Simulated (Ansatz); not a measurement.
Process, species as SMILES: C=C=O → C(=[CH-])=O + H+
B3LYP-D3(BJ)/def2-TZVP geometries, fixed; electronic energies without zero-point terms.

Basis-set convergence of the deprotonation energy at PBE with Ansatz (a quantum-chemistry and plane-wave program). All functions are spherical. The program fits the integrals of some runs and decomposes those of others, by size. No added dispersion term, no relativity. Functions are those of the species that has most. Reference: the value in aug-pcseg-3, 370.12 kcal/mol, itself unsure by roughly 0.44 kcal/mol (its mean distance from aug-cc-pVQZ, def2-QZVPPD). Deviations are taken from unrounded values.

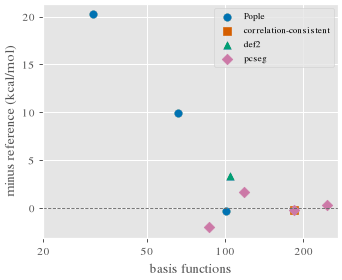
Figure. Deviation from the reference against the number of basis functions, by family of sets.

```
basis            functions  deprotonation energy (kcal/mol)  minus reference (kcal/mol)
---------------  ---------  -------------------------------  --------------------------
3-21G                   31                           390.36                       20.24
6-311G**                66                           380.06                        9.94
aug-pcseg-1             87                           368.13                       -2.00
6-311++G(2d,2p)        101                           369.84                       -0.28
def2-TZVP              105                           373.45                        3.33
pcseg-2                118                           371.75                        1.63
aug-cc-pVTZ            184                           369.91                       -0.21
aug-pcseg-2            184                           369.90                       -0.22
pcseg-3                246                           370.43                        0.31
```
